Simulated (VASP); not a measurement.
Band structure of Bi2Te3 (relaxed from the layer:Bi2Te3 structure). These are PBEsol GGA with spin-orbit coupling, VASP's PBE PAW potentials (set 64) (plane waves; VASP) values and carry that method's errors.

The cell holds a wide vacuum, so values per volume refer to the whole cell.

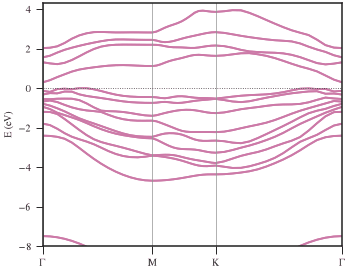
Fig. 1. Bands along high-symmetry lines, zero at the valence-band maximum or, without a gap, the Fermi level

Q: Read the plot: is there a gap, and where are the band edges?

A: The gap is indirect, 0.30 eV, from the valence maximum at (0.20, 0.00, 0.00) to the conduction minimum at Γ.

The cell is a sheet with vacuum, built from a generated structure.
